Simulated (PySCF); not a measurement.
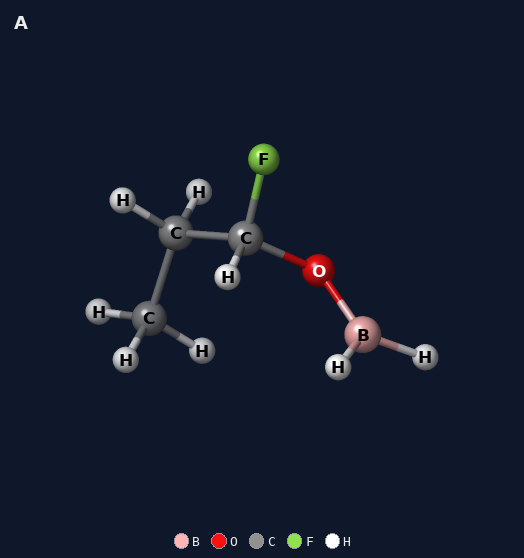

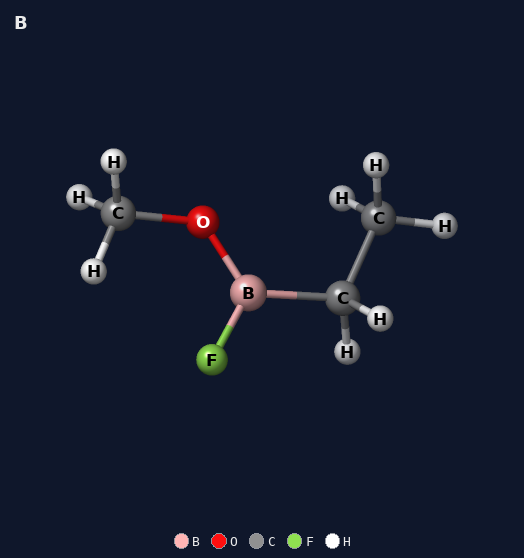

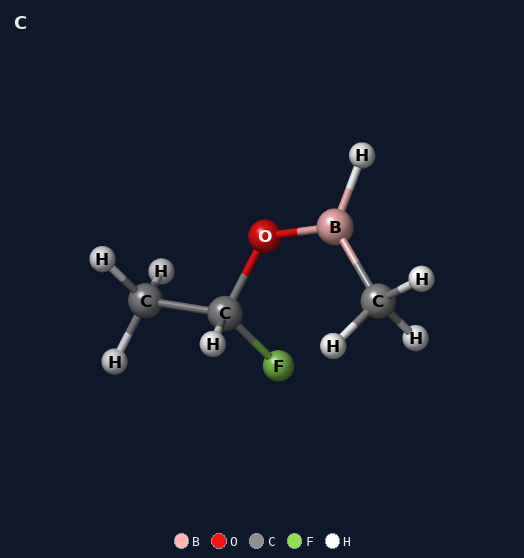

3 stationary structures of one formula. Geometries: PBE0-D3(BJ)/def2-SVP. Electronic energies: PBE0-D3(BJ)/def2-SVP (PySCF 2.14.0), without zero-point energy. No frequency run is at hand to confirm each as a minimum. Each is one conformer, not always the lowest.

How are they related?

They are constitutional isomers of C3H8BFO: A `BO[C@@H](F)CC`, B `CCB(F)OC`, C `CBO[C@@H](C)F`.

Which structure is the most stable?

B is lowest; C lies 41.6 kcal/mol above it, A lies 53.2 kcal/mol above it.
